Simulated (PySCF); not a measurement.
## Electronic structure of C$_{5}$H$_{9}$NOSi (SMILES NCc1coc([SiH3])c1) in real space

```yaml
atoms:
  - { symbol: N, position_ang: [-3.0434, 0.3937, 0.3408] }
  - { symbol: C, position_ang: [-2.1607, -0.7635, 0.4423] }
  - { symbol: C, position_ang: [-0.7298, -0.4653, 0.1084] }
  - { symbol: C, position_ang: [-0.1736, -0.3514, -1.1348] }
  - { symbol: O, position_ang: [1.1199, -0.0114, -1.0542] }
  - { symbol: C, position_ang: [1.4338, 0.1082, 0.2599] }
  - { symbol: Si, position_ang: [3.1918, 0.5827, 0.6957] }
  - { symbol: C, position_ang: [0.3201, -0.1584, 1.0098] }
  - { symbol: H, position_ang: [-2.7176, 1.1330, 0.9555] }
  - { symbol: H, position_ang: [-3.0295, 0.7576, -0.6068] }
  - { symbol: H, position_ang: [-2.5482, -1.5309, -0.2338] }
  - { symbol: H, position_ang: [-2.2259, -1.1382, 1.4670] }
  - { symbol: H, position_ang: [-0.5878, -0.4973, -2.1137] }
  - { symbol: H, position_ang: [3.6014, -0.2111, 1.8553] }
  - { symbol: H, position_ang: [3.2501, 2.0079, 1.0352] }
  - { symbol: H, position_ang: [4.0304, 0.3024, -0.4670] }
  - { symbol: H, position_ang: [0.2622, -0.1459, 2.0799] }
```

Geometry: GFN2-xTB.

Method: CAM-B3LYP/def2-SVPD, SCF density, gas phase in PySCF.

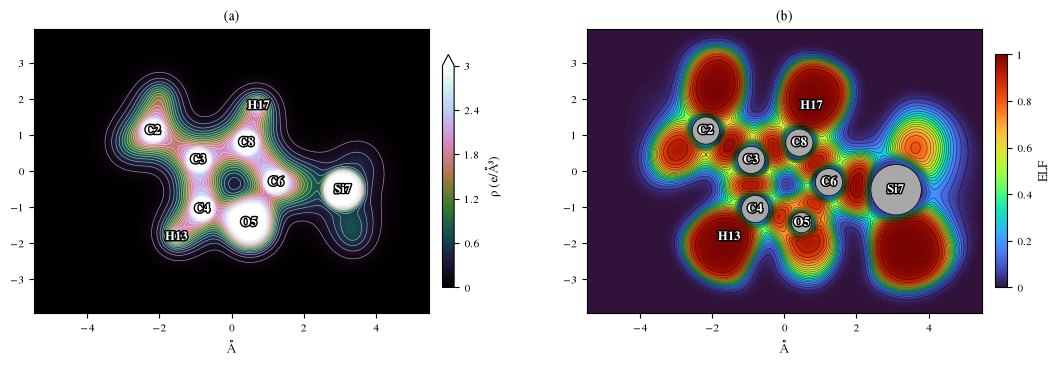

Figure 1. (a) total electron density; (b) ELF on the plane of atoms C4, C3 and C8. Grey discs cover the atomic cores in the ELF map.

**Describe what can be read from this map.**

Atoms in the plane: C, O, Si and H. C–O (1.34 Å): ρ is about 2.4 e/Å³ halfway; the ELF peaks at about 0.90 between the atoms; a shared but strongly polarised pair. C–C (1.37 Å): ρ is about 2.2 e/Å³ halfway; the ELF peaks at about 0.95 between the atoms, as expected for localised, covalent bonding. C–Si (1.87 Å): ρ is about 0.97 e/Å³ halfway; the ELF peaks at about 1 between the atoms; a shared electron pair. C–C (1.42 Å): the density is about 2 e/Å³ at the midpoint; the ELF peaks at about 0.95 between the atoms: localised, covalent bonding. C–C (1.50 Å): ρ at the midpoint is about 1.8 e/Å³; the ELF peaks at about 0.95 between the atoms: localised, covalent bonding. The ELF also peaks beside O5, away from the bonds: lone-pair regions.

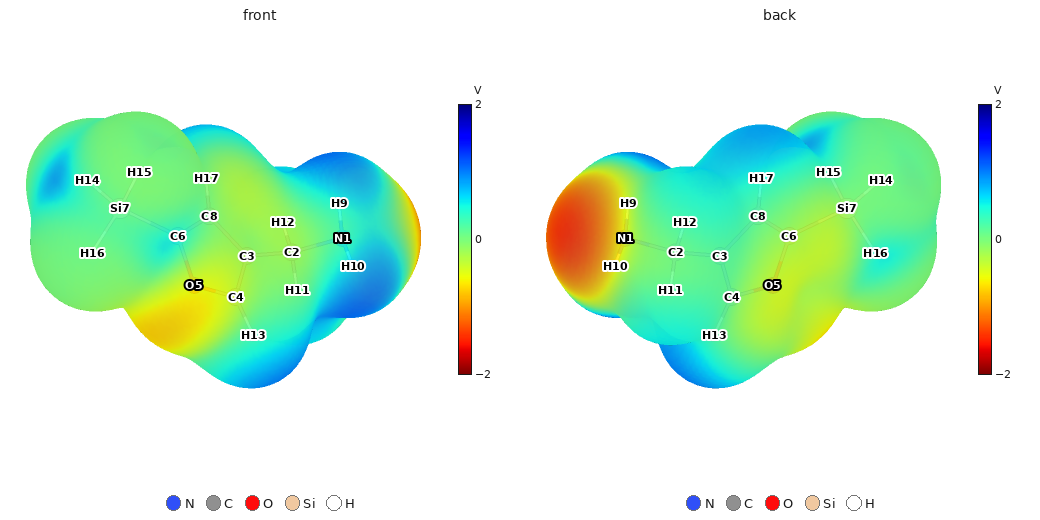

Figure 2. The electrostatic potential painted on the density surface at 0.001 e/bohr³, seen from the front and from behind; the colour scale runs from red (negative) to blue (positive).

**Describe the electrostatic potential map.**

The most negative region (about −1.5 V) lies over N1, the most positive (about +1.1 V) over H9 and H10. N1 is the likeliest acceptor of a hydrogen bond.
